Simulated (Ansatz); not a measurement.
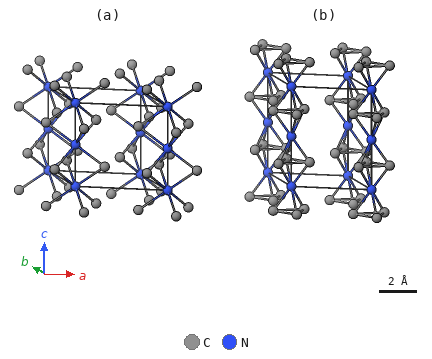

The structure of crystalline C₃N (a generated structure, set up in P6_3/mcm) (coarse preliminary run) before (left) and after (right) a relaxation, at one scale.

The picture is a ball-and-stick view of the cell of the calculation, seen slightly off an axis.

Theory: DFT PBE, scalar-relativistic, plane waves, PAW in Ansatz 0.2.0. (plane-wave cutoff 420 eV; k-point mesh 6 × 6 × 4; occupations gaussian; smearing width 0.1 eV; no spin polarisation; cell and atoms relaxed; force threshold 0.04 eV/Å; at most 70 steps)

Q: Summarise the run.

A: The energy falls by 1027 meV per atom in 14 accepted moves (17 points after the start). The largest force component goes from 2.2 to 0.005 eV/Å. Pressure: −23.21 GPa at the start and 0.08 GPa at the end. The line search rejected the trial step at point 8 of the run. The SCF was repeated twice at an unchanged geometry on a basis and grid sized afresh for the cell, which shifted the energy by 10.5 meV per atom at most. The largest moves relative to the cell, 0.40 Å, are those of C atoms. N stays in place. Cell: a = b 5.150 → 4.470 Å (−13.2 %), c 4.611 → 5.513 Å (+19.6 %). Volume −9.9 %. Among the contacts that change: C–C 2.834 → 1.763 Å, C–N 2.001 → 1.713 Å. The space group stays P6_3/mcm (No. 193).
